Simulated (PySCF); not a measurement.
The calculation's input:

```
{"job": {"kind": "uv", "xc": "PBE0", "basis": "def2-SVPD", "nstates": 6, "ntriplets": 2}, "charge": 0, "multiplicity": 1}
N      3.096365     0.547956     0.426917
C      2.115011    -0.016038     0.244751
C      0.903019    -0.701369     0.021830
F      0.999308    -2.045500    -0.177934
C     -0.281394    -0.108388    -0.000481
C     -1.137323     1.075622     0.102149
C     -1.709658    -0.092151    -0.133944
F     -2.791043    -0.778979    -0.341578
H     -1.180723     2.124842     0.260348
```

Launched as:

```sh
OMP_NUM_THREADS=1 python probes_run.py task.json out
```

Geometry: GFN2-xTB.

Theory: PBE0/def2-SVPD, SCF density, gas phase in PySCF 2.14.0.

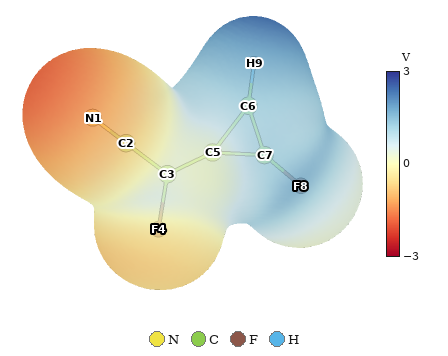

C5HF2N. The electrostatic potential painted on the density surface at 0.002 e/bohr³, seen at a tilt; red is negative and blue positive.

> Where is the surface potential most negative and most positive?

The most negative region (about −1.8 V) lies over N1, the most positive (about +2.4 V) over H9. N1 is the likeliest acceptor of a hydrogen bond.

> How polar is the molecule by this calculation?

Its dipole moment is 5.40 D.
